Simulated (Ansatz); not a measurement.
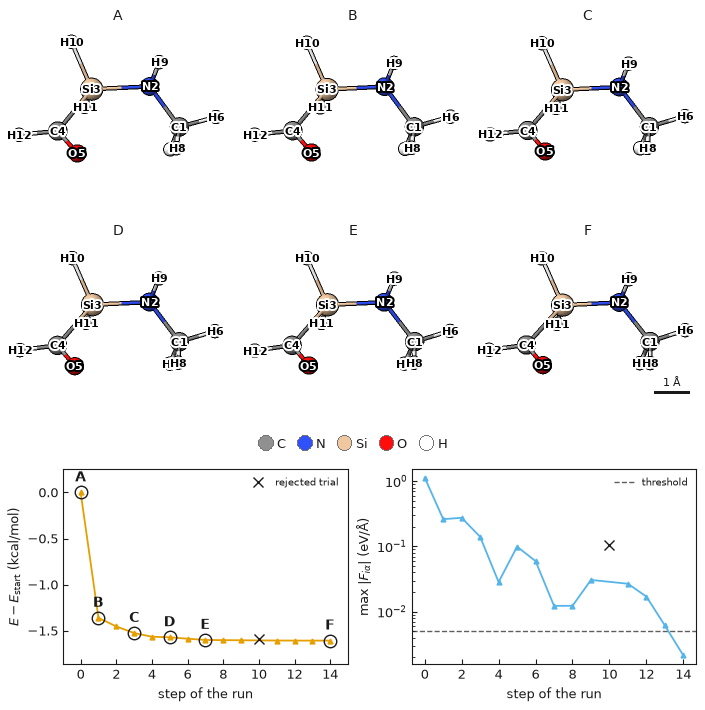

Frames of a relaxation of C₂H₇NOSi, marked on the history of the run. Style: ball-and-stick. Shown from a free direction.

The start comes from PBE-D4/def2-SVP.

All numbers below come from RKS PBE0-D4/def2-TZVP (Ansatz 0.2.0). Set-up: force threshold 0.005 eV/Å; at most 150 steps.

Question: What happens along the run?

Answer: After 13 accepted moves (14 points after the start) the energy has fallen by 1.61 kcal/mol. Largest force component: 1.1 eV/Å at the start, 0.0021 eV/Å at the end. The line search rejected the trial step at point 10 of the run. The atom that moves furthest after the best rigid fit is O5 (0.18 Å). Largest moves by element: O 0.18 Å, H 0.12 Å, N 0.07 Å, Si 0.05 Å, C 0.05 Å. Near-neighbour distances that change, for instance: N2–Si3 1.735 → 1.703 Å, C4–H12 1.145 → 1.121 Å, Si3–C4 1.949 → 1.928 Å, Si3–H10 1.506 → 1.488 Å. From step 0 to 1: O5 moves most (0.04 Å), energy −1.36 kcal/mol. From step 1 to 3: O5 moves most (0.06 Å), energy −0.16 kcal/mol. From step 3 to 5: H12 moves most (0.03 Å), energy −0.05 kcal/mol. From step 5 to 7: O5 moves most (0.04 Å), energy −0.03 kcal/mol. From step 7 to 14: H9 moves most (0.04 Å), energy −0.01 kcal/mol.

```csv
step,"E − E(0), kcal/mol","largest force component, eV/Å",note
0,0.00,1.1370,
1,-1.36,0.2622,
2,-1.45,0.2753,
3,-1.52,0.1407,
4,-1.56,0.0284,
5,-1.57,0.0992,
6,-1.59,0.0597,
7,-1.60,0.0122,
8,-1.60,0.0123,
9,-1.60,0.0307,
10,-1.59,0.1040,rejected
11,-1.61,0.0268,
12,-1.61,0.0170,
13,-1.61,0.0061,
14,-1.61,0.0021,
```
